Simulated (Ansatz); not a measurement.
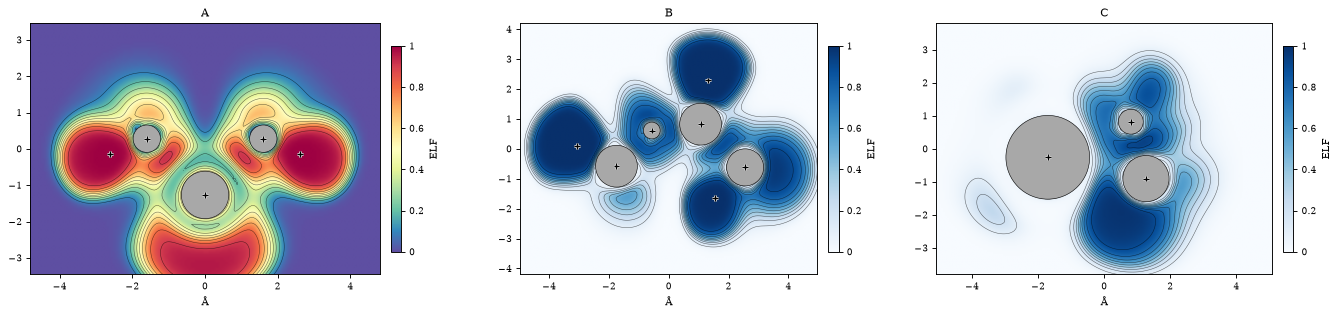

The electron localisation function of 3 systems, each on a plane through atoms (crosses mark nuclei in the plane; grey discs cover the cores).

All numbers below come from isolated molecule in a Gaussian basis; Kohn-Sham density functional theory, functional PBE0 in Ansatz 0.2.0.

System 1: H5OPSi2 (SMILES [SiH3]O[SiH]=P), the plane of atoms P2, Si4 and H8. Geometry: B3LYP-D3(BJ)/def2-SVP.

| atom | x (Å) | y (Å) | z (Å) |
| --- | --- | --- | --- |
| O | 0.1351 | 0.9482 | -0.5624 |
| P | 1.9411 | 2.5936 | -2.8648 |
| Si | -0.4038 | 1.9368 | 0.6815 |
| Si | 1.0148 | 0.9752 | -1.9562 |
| H | 0.7570 | 2.3811 | 1.5012 |
| H | -1.1020 | 3.1232 | 0.1135 |
| H | -1.3416 | 1.1370 | 1.5099 |
| H | 1.0383 | -0.4093 | -2.4848 |
| H | 1.4723 | 3.4477 | -1.8098 |

System 2: CH5CaSi (charge −1), the plane of atoms C1, Si3 and Ca2. Geometry: r2SCAN-D4/def2-SVPD.

```xyz
8

C    -0.4147    1.6607   -0.4480
Ca   -1.5949    2.4326    1.8954
Si   -0.4381    0.0736    0.3618
H     1.0252   -0.3530    0.1554
H    -1.3425    2.2439   -0.6117
H     0.4332    2.1065   -0.9879
H    -3.4466    3.2002    1.2797
H    -0.6618    3.1014    3.6531
```

System 3: C2H6Sn (SMILES [CH3][Sn][CH3]), the plane of atoms C1, Sn3 and C2. Geometry: PBE-D3(BJ)/def2-SVP; core potentials replace the inner electrons of Sn.

```xyz
9

C    -0.4257   -0.3219    1.9417
C     1.4171   -1.4048   -0.4472
Sn    1.1830   -1.8488    1.7242
H    -1.2482   -0.5480    1.2293
H    -0.0193    0.6744    1.6617
H    -0.8388   -0.2670    2.9675
H     1.6393   -0.3242   -0.5818
H     2.2135   -2.0026   -0.9312
H     0.4523   -1.6038   -0.9626
```

> Match each panel to its system.

Panel A is system 3, C2H6Sn: the plane holds C, Sn and H. C–Sn (2.23 Å): the ELF peaks at about 0.90 in the valence shell of C, 0.8 Å from its nucleus, and drops to about 0.20 between the two atoms. Panel B is system 1, H5OPSi2: the plane holds O, P, Si and H. Si–O (1.65 Å): the ELF peaks at about 0.85 between the atoms; a shared but strongly polarised pair. Panel C is system 2, CH5CaSi: the plane holds C, Ca and Si. C–Si (1.78 Å): the ELF peaks at about 0.90 between the atoms: a covalent bond.
